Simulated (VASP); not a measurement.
Band structure of Fe₃Si (space group Fm-3m). Method: PBEsol GGA, VASP's PBE PAW potentials (set 64) (plane waves; VASP).

The run has a spin-polarised start.

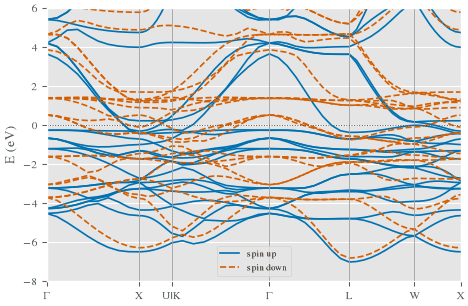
Fig. 1. Bands along high-symmetry lines, zero at the valence-band maximum or, without a gap, the Fermi level

Q: Read the plot: is there a gap, and where are the band edges?

A: It has no gap at this level: it comes out as a metal or semimetal.

The structure comes from a computed database's Fe3Si entry; how it stands against other phases isn't given here. The cell was not relaxed at this level.
